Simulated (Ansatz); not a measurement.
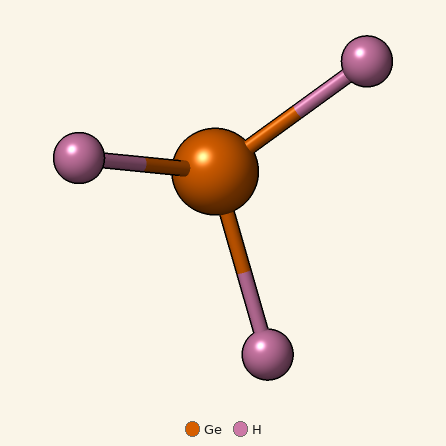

State: neutral, doublet. Sticks follow a distance rule. Harmonic vibrations computed with UKS PBE0-D4/def2-TZVP (Ansatz 0.2.0) at a stationary point of the same level.

Minimum or transition state?

Answer. A minimum: no imaginary frequency, and the lowest mode lies at 694 cm⁻¹.

How many vibrational modes are there, and where do they lie?

Answer. 6 modes: 694, 855, 855, 2110, 2151, 2151 cm⁻¹.
